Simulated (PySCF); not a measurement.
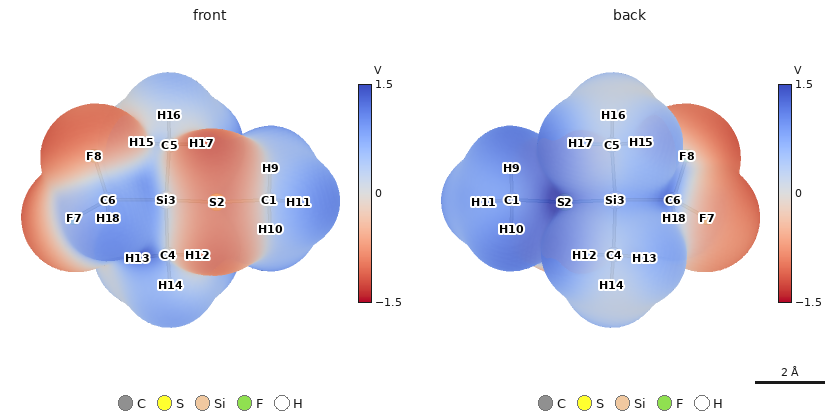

The picture shows: C$_{4}$H$_{10}$F$_{2}$SSi (SMILES CS[Si](C)(C)C(F)F). The electrostatic potential painted on the density surface at 0.002 e/bohr³, seen from the front and from behind; the colour scale runs from red (negative) to blue (positive).

Geometry: GFN2-xTB.

Computed with PySCF 2.14.0, CAM-B3LYP/pcSseg-1, SCF density, in a cyclohexane solvent model, non-relativistic.

```xyz
18

C     2.5866   -0.6683    0.3695
S     1.2487   -0.2853    1.5463
Si   -0.3591    0.0898    0.1534
C    -0.8550   -1.4973   -0.7715
C     0.0136    1.5572   -0.9962
C    -1.8386    0.5894    1.3046
F    -3.0223    0.2905    0.6966
F    -1.8597    1.9346    1.5081
H     2.7830    0.1974   -0.2531
H     2.3062   -1.5226   -0.2366
H     3.4635   -0.9052    0.9617
H    -0.1284   -1.7513   -1.5382
H    -1.8188   -1.3763   -1.2575
H    -0.9318   -2.3450   -0.0945
H    -0.8601    1.8173   -1.5874
H     0.2969    2.4383   -0.4242
H     0.8221    1.3297   -1.6858
H    -1.8554    0.1135    2.2932
```

**Describe the electrostatic potential map.**

The most negative region (about −1.1 V, or −25 kcal/mol for a unit charge) lies over S2, F7 and F8, the most positive (about +1.4 V, or +32 kcal/mol for a unit charge) over C1 and Si3.
